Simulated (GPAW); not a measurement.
**Run report: C₂H₃Al, geometry relaxation (part 1 of 5)**

- system: C₂H₃Al
- method: C09-vdW/real-space grid, scalar-relativistic datasets (GPAW 26.7.0)

The atoms were displaced at random from an optimised geometry.

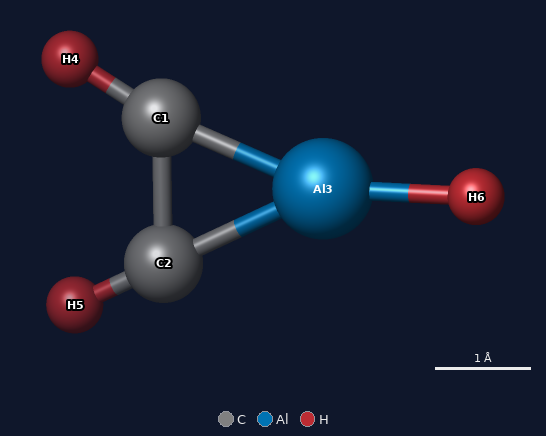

**Figure 1.** The structure as given in the input (ball-and-stick view, seen at a tilt; atoms are numbered from 1 in the order of the input). Sticks mark near contacts.

### Input file (calc.py)
```python
from ase.io import write
from ase.io.zmatrix import parse_zmatrix
from ase.optimize import LBFGS
from gpaw import GPAW

zmat = """
C
C 1 r2
Al 1 r3 2 a3
H 1 r4 2 a4 3 d4
H 2 r5 1 a5 4 d5
H 3 r6 1 a6 2 d6
"""
values = dict(r2=1.544268, r3=1.877234, a3=67.15908, r4=1.150981, a4=122.04433, d4=179.62424, r5=1.083785, a5=115.3167, d5=3.61478, r6=1.659733, a6=158.96704, d6=-175.0818)
atoms = parse_zmatrix(zmat, defs=values)
atoms.center(vacuum=4.5)

calc = GPAW(mode='fd',
            maxiter=150,
            xc={'name': 'C09-vdW', 'backend': 'libvdwxc'},
            symmetry='off',
            h=0.2,
            txt='-')
atoms.calc = calc

opt = LBFGS(atoms, trajectory='gs.traj', maxstep=0.04)
converged = opt.run(fmax=0.02, steps=100)
print('Converged:', converged)
print(f'Final energy: {atoms.get_potential_energy():.5f} eV')
print(f'r(H5-Al2)               {atoms.get_distance(5, 2):.4f} Ang')
print(f'r(Al2-C0) = {atoms.get_distance(2, 0):.4f} Ang')
write('relaxed.xyz', atoms)
```

Hardware: 1 thread of Intel Xeon @ 2.50GHz (Skylake/Cascade Lake), 12 GiB of memory available, shared host.

Run as:
```bash
python3 calc.py
```

### The program's output
```
__  _  _
 | _ |_)|_||  |
 |__||  | ||/\| - 26.7.0

units:  Angstrom and eV
cores:  1
OpenMP: False

Versions:
  Python: 3.12.14
  ASE:    3.29.0
  Numpy:  2.5.5
  Scipy:  1.18.1
  Libxc:  7.0.0

        _gpaw.cpython-312-x86_64-linux-gnu.so

Input parameters:
  mode=FD(),
  h=0.2,
  maxiter=150,
  symmetry=Symmetry(point_group=False, time_reversal=False),
  xc=XC(name='C09-vdW', backend='libvdwxc')

Diagonalizing LCAO Hamiltonian
Converting LCAO to fd mode
         .----------------------------.
        /|                            |
       / |                            |
      /  |                            |
     /   |                            |
    /    |                            |
   /     |                            |
  /      |                            |
 *       |           H                |
 |       |          Al                |
 |       |       C   C                |
 |       .-----H-----H----------------.
 |      /                            /
 |     /                            /
 |    /                            /
 |   /                            /
 |  /                            /
 | /                            /
 |/                            /
 *----------------------------*

Atoms  # Å, Bohr magnetons
|   | symbol |        x |        y |        z |    initial magnetic moments |
|---|--------|----------|----------|----------|-----------------------------|
| 0 |      C | 5.110682 | 5.477321 | 4.568179 | ( 0.0000,  0.0000,  0.0000) |
| 1 |      C | 6.654950 | 5.477321 | 4.568179 | ( 0.0000,  0.0000,  0.0000) |
| 2 |     Al | 5.839375 | 7.207354 | 4.568179 | ( 0.0000,  0.0000,  0.0000) |
| 3 |      H | 4.500000 | 4.501727 | 4.561780 | ( 0.0000,  0.0000,  0.0000) |
| 4 |      H | 7.118400 | 4.500000 | 4.500000 | ( 0.0000,  0.0000,  0.0000) |
| 5 |      H | 5.893760 | 8.865409 | 4.619249 | ( 0.0000,  0.0000,  0.0000) |

Unit cell  # Å
| periodic |         x |         y |        z |   lengths |    angles |
|----------|-----------|-----------|----------|-----------|-----------|
|       no | 11.618400 |  0.000000 | 0.000000 | 11.618400 | 90.000000 |
|       no |  0.000000 | 13.365409 | 0.000000 | 13.365409 | 90.000000 |
|       no |  0.000000 |  0.000000 | 9.119249 |  9.119249 | 90.000000 |

Number of symmetries: 1
Symmetry operations  # r_c * U_cc + t_c -> r_c
|   | kind |            matrix            |
|---|------|------------------------------|
| 0 |  E   |  1, 0, 0,  0, 1, 0,  0, 0, 1 |

BZ-sampling:
  Number of BZ points: 1
  Number of IBZ points: 1

  Monkhorst-Pack size: [1, 1, 1]
  Monkhorst-Pack shift: [0, 0, 0]

K-points  # in reciprocal-cell coordinates
|   |                                coordinates |     weight |
|---|--------------------------------------------|------------|
| 0 | (  0.00000000,   0.00000000,   0.00000000) | 1.00000000 |

Uniform wave function grid shape: (np.int64(59), np.int64(67), np.int64(43))
Spin-components: 1 (collinear spins)
Bands:           13
Projectors:      24
Spin-degeneracy: 2
Datatype:        float64

  Storage: CPU
  Wave functions: 17_677_816 bytes (17_677_816 per core)

Parallelization:
  kpt:    1
  domain: 1
  band:   1

Density:
  Valence electrons: 14.0
  Components: 1
  Grid points: [60 68 44]
  Charge: 0.0  # |e|

Potential:
  Grid points: [60 68 44]

species:
  C:
    name:    Carbon
    Z:       6.0
    valence: 4
    core:    2
    charge:  0.0  # [|e|]
    file:    C.PBE.gz
    compensation charges:
      type: gauss
      rc: 0.20  # [Å]
      lmax: 2
    cutoffs:
      filter: 1.14  # [Å]
      core: 1.14  # [Å]
    projectors
    | kind |    occ | energy [eV] | rcut [Å] |
    |------|--------|-------------|----------|
    |   2s |  2.000 |     -13.751 |    0.635 |
    |   2p |  2.000 |      -5.284 |    0.635 |
    |    s |        |      13.461 |    0.635 |
    |    p |        |      21.927 |    0.635 |
    |    d |        |       0.000 |    0.635 |

    Using partial waves for C as LCAO basis

  Al:
    name:    Aluminium
    Z:       13.0
    valence: 3
    core:    10
    charge:  0.0  # [|e|]
    file:    Al.PBE.gz
    compensation charges:
      type: gauss
      rc: 0.34  # [Å]
      lmax: 2
    cutoffs:
      filter: 1.91  # [Å]
      core: 2.36  # [Å]
    projectors
    | kind |    occ | energy [eV] | rcut [Å] |
    |------|--------|-------------|----------|
    |   3s |  2.000 |      -7.753 |    1.085 |
    |   3p |  1.000 |      -2.712 |    1.085 |
    |    s |        |      19.459 |    1.085 |
    |    p |        |      24.499 |    1.085 |
    |    d |        |       0.000 |    1.085 |

    Using partial waves for Al as LCAO basis

  H:
    name:    Hydrogen
    Z:       1.0
    valence: 1
    core:    0
    charge:  0.0  # [|e|]
    file:    H.PBE.gz
    compensation charges:
      type: gauss
      rc: 0.15  # [Å]
      lmax: 2
    cutoffs:
      filter: 0.85  # [Å]
      core: 0.53  # [Å]
    projectors
    | kind |    occ | energy [eV] | rcut [Å] |
    |------|--------|-------------|----------|
    |   1s |  1.000 |      -6.494 |    0.476 |
    |    s |        |      20.717 |    0.476 |
    |    p |        |       0.000 |    0.476 |

    Using partial waves for H as LCAO basis

Reference energy: -8696.149983  # eV

eigensolver:
  PPCG
  Converge bands: occupied
  niter=2

density mixing:
  MSR1-Mixer
  Pratt-step length: 0.05
  Maximum mixing coefficient: 0.75
  Old densities: 10
  SVD Regularization: 0.005
  Good broyden scale: 1.0
  Trust region scale: 1.0
  Backstep threshold: 4.0
  History deletion threshold: 6.0
  Fourier metric: weight=20.0, sigma=0.015

occupation numbers:
  # Zero width

FastPoissonSolver using
    Stencil: 6*3+1=19 point O(h^6) finite-difference Laplacian
    FFT axes: []
    FST axes: [np.int64(2), np.int64(0), np.int64(1)]

xc functional:
  name: vdW-C09 with libvdwxc
  Mode: serial
  Semilocal: GGA_X_C09X+LDA_C_PW with 2 nearest neighbor stencil
  Corresponding non-local functional: vdW-DF
  Local blocksize: 120 x 136 x 88
  PAW datasets: PBE
interpolation: tri-quintic # 5. degree polynomial

Initialization done in: 5.044 s

convergence criteria:
- Maximum [total energy] change in last 3 cyles: 0.0005 eV / valence electron
- Maximum integral of absolute [dens]ity change: 0.0001 electrons / valence electron
- Maximum integral of absolute [eigenst]ate change: 4e-08 eV^2 / valence electron
maximum number of iterations: 150

SCF iterations
|iter     |     time |      energy | eigst |  dens |
|---------|----------|-------------|-------|-------|
|iter:   1| 00:00:06 |  -20.690149 | +1.06 |       |
|iter:   2| 00:00:11 |  -19.995348 | -0.11 | -0.53 |
|iter:   3| 00:00:15 |  -17.183453 | +0.48 | -0.56 |
|iter:   4| 00:00:19 |  -17.102976 | +0.15 | -1.19 |
|iter:   5| 00:00:23 |  -17.081810 | -0.99 | -1.43 |
|iter:   6| 00:00:27 |  -17.075344 | -1.48 | -1.79 |
|iter:   7| 00:00:31 |  -17.075637c| -2.53 | -2.27 |
|iter:   8| 00:00:35 |  -17.075848c| -3.34 | -2.61 |
|iter:   9| 00:00:39 |  -17.075851c| -4.18 | -3.39 |
|iter:  10| 00:00:43 |  -17.075853c| -4.91 | -3.80 |
|iter:  11| 00:00:48 |  -17.075853c| -5.58 | -4.38c|
|iter:  12| 00:00:52 |  -17.075853c| -6.19 | -4.82c|
|iter:  13| 00:00:56 |  -17.075853c| -6.76 | -5.19c|
|iter:  14| 00:01:00 |  -17.075853c| -7.35 | -5.51c|
|iter:  15| 00:01:04 |  -17.075853c| -7.54c| -5.95c|

Converged in 15 steps
SCF loop duration: 58.294 s (3.886 s/step)
Energy contributions relative to reference atoms: (reference = -8696.149983)

Energy contributions:
  Kinetic:          16.141338
  Coulomb:         -19.899464
  Zero:              0.204344
  External:          0.000000
  Xc:              -13.522070
  Entropy:           0.000000
  Spinorbit:         0.000000
  ----------------------------
  Free energy:     -17.075853
  Extrapolated:    -17.075853

dipole moment: (-0.041185, 0.126768, -0.025882)  # |e|*Ang

Fermi level: -4.030
Eigenvalues  # (at kpt = [0.000, 0.000, 0.000])
| band index |      eig [eV] | occ [0-2] |
|------------|---------------|-----------|
|          0 |       -17.672 |     2.000 |
|          1 |       -12.832 |     2.000 |
|          2 |       -11.252 |     2.000 |
|          3 |        -8.956 |     2.000 |
|          4 |        -6.683 |     2.000 |
|          5 |        -6.573 |     2.000 |
|          6 |        -6.147 |     2.000 |
|          7 |        -1.914 |     0.000 |
|          8 |        -1.575 |     0.000 |
|          9 |        -1.283 |     0.000 |
|         10 |        -0.756 |     0.000 |
|         11 |         0.066 |     0.000 |
|         12 |         0.659 |     0.000 |

Gap: 4.233 eV
Transition (v -> c):
  (s=0, k=0, n=6, [0.00, 0.00, 0.00]) -> (s=0, k=0, n=7, [0.00, 0.00, 0.00])
No difference between direct/indirect transitions
vacuum-level: 0.000  # V

Forces  # eV/Ang
|        x |        y |        z |
|----------|----------|----------|
|  3.42735 | -0.91816 |  0.06698 |  # C    0
| -5.00499 |  0.63002 | -0.17873 |  # C    1
|  0.31357 | -0.08654 |  0.10766 |  # Al   2
|  0.71121 |  1.35605 | -0.02938 |  # H    3
|  0.60934 | -0.15998 |  0.07800 |  # H    4
| -0.04874 | -0.85233 | -0.04018 |  # H    5

Force computation time: 0.066  # s
       Step     Time          Energy          fmax
LBFGS:    0 00:01:04      -17.075853        5.047653
         .----------------------------.
        /|                            |
       / |                            |
      /  |                            |
     /   |                            |
    /    |                            |
   /     |                            |
  /      |                            |
 *       |           H                |
 |       |          Al                |
 |       |       C   C                |
 |       .-----H-----H----------------.
 |      /                            /
 |     /                            /
 |    /                            /
 |   /                            /
 |  /                            /
 | /                            /
 |/                            /
 *----------------------------*

Atoms  # Å, Bohr magnetons
|   | symbol |        x |        y |        z |    initial magnetic moments |
|---|--------|----------|----------|----------|-----------------------------|
| 0 |      C | 5.137842 | 5.470045 | 4.568710 | ( 0.0000,  0.0000,  0.0000) |
| 1 |      C | 6.615288 | 5.482313 | 4.566762 | ( 0.0000,  0.0000,  0.0000) |
| 2 |     Al | 5.841860 | 7.206668 | 4.569032 | ( 0.0000,  0.0000,  0.0000) |
| 3 |      H | 4.505636 | 4.512473 | 4.561548 | ( 0.0000,  0.0000,  0.0000) |
| 4 |      H | 7.123228 | 4.498732 | 4.500618 | ( 0.0000,  0.0000,  0.0000) |
| 5 |      H | 5.893374 | 8.858655 | 4.618931 | ( 0.0000,  0.0000,  0.0000) |

Unit cell  # Å
| periodic |         x |         y |        z |   lengths |    angles |
|----------|-----------|-----------|----------|-----------|-----------|
|       no | 11.618400 |  0.000000 | 0.000000 | 11.618400 | 90.000000 |
|       no |  0.000000 | 13.365409 | 0.000000 | 13.365409 | 90.000000 |
|       no |  0.000000 |  0.000000 | 9.119249 |  9.119249 | 90.000000 |

Initialization done in: 3.439 s

convergence criteria:
- Maximum [total energy] change in last 3 cyles: 0.0005 eV / valence electron
- Maximum integral of absolute [dens]ity change: 0.0001 electrons / valence electron
- Maximum integral of absolute [eigenst]ate change: 4e-08 eV^2 / valence electron
maximum number of iterations: 150

SCF iterations
|iter     |     time |      energy | eigst |  dens |
|---------|----------|-------------|-------|-------|
|iter:   1| 00:01:08 |  -16.181974 | -0.54 |       |
|iter:   2| 00:01:12 |  -16.237124 | -1.59 | -1.68 |
|iter:   3| 00:01:16 |  -16.619187 | -1.50 | -1.73 |
|iter:   4| 00:01:20 |  -17.052481 | -1.66 | -2.09 |
|iter:   5| 00:01:24 |  -17.192991 | -2.68 | -2.49 |
|iter:   6| 00:01:28 |  -17.317428 | -3.42 | -2.81 |
|iter:   7| 00:01:32 |  -17.352807 | -4.26 | -3.19 |
|iter:   8| 00:01:37 |  -17.355493 | -4.98 | -3.70 |
|iter:   9| 00:01:41 |  -17.356366c| -6.11 | -4.30c|
|iter:  10| 00:01:45 |  -17.356249c| -6.82 | -4.63c|
|iter:  11| 00:01:49 |  -17.356263c| -7.54c| -5.20c|

Converged in 11 steps
SCF loop duration: 41.610 s (3.783 s/step)
Energy contributions relative to reference atoms: (reference = -8696.149983)

Energy contributions:
  Kinetic:          19.040878
  Coulomb:         -22.326973
  Zero:              0.209075
  External:          0.000000
  Xc:              -14.279243
  Entropy:           0.000000
  Spinorbit:         0.000000
  ----------------------------
  Free energy:     -17.356263
  Extrapolated:    -17.356263

dipole moment: (-0.035720, 0.135548, -0.025097)  # |e|*Ang

Fermi level: -3.774
Eigenvalues  # (at kpt = [0.000, 0.000, 0.000])
| band index |      eig [eV] | occ [0-2] |
|------------|---------------|-----------|
|          0 |       -17.989 |     2.000 |
|          1 |       -12.616 |     2.000 |
|          2 |       -11.299 |     2.000 |
|          3 |        -9.008 |     2.000 |
|          4 |        -6.855 |     2.000 |
|          5 |        -6.742 |     2.000 |
|          6 |        -5.907 |     2.000 |
|          7 |        -1.640 |     0.000 |
|          8 |        -1.579 |     0.000 |
|          9 |        -1.251 |     0.000 |
|         10 |        -0.736 |     0.000 |
|         11 |         0.031 |     0.000 |
|         12 |         0.319 |     0.000 |

Gap: 4.267 eV
Transition (v -> c):
  (s=0, k=0, n=6, [0.00, 0.00, 0.00]) -> (s=0, k=0, n=7, [0.00, 0.00, 0.00])
No difference between direct/indirect transitions
vacuum-level: 0.000  # V

Forces  # eV/Ang
|        x |        y |        z |
|----------|----------|----------|
|  2.30746 | -0.78767 |  0.05262 |  # C    0
| -3.38356 | -0.47923 | -0.21829 |  # C    1
|  0.16462 |  0.27619 |  0.10731 |  # Al   2
|  0.69793 |  1.23132 | -0.02310 |  # H    3
|  0.27674 |  0.53240 |  0.12041 |  # H    4
| -0.04192 | -0.80081 | -0.03483 |  # H    5

Force computation time: 0.065  # s
LBFGS:    1 00:01:49      -17.356263        3.424294
         .----------------------------.
        /|                            |
       / |                            |
      /  |                            |
     /   |                            |
    /    |                            |
   /     |                            |
  /      |                            |
 *       |           H                |
 |       |          Al                |
 |       |       C   C                |
 |       .-----H-----H----------------.
 |      /                            /
 |     /                            /
 |    /                            /
 |   /                            /
 |  /                            /
 | /                            /
 |/                            /
 *----------------------------*
```
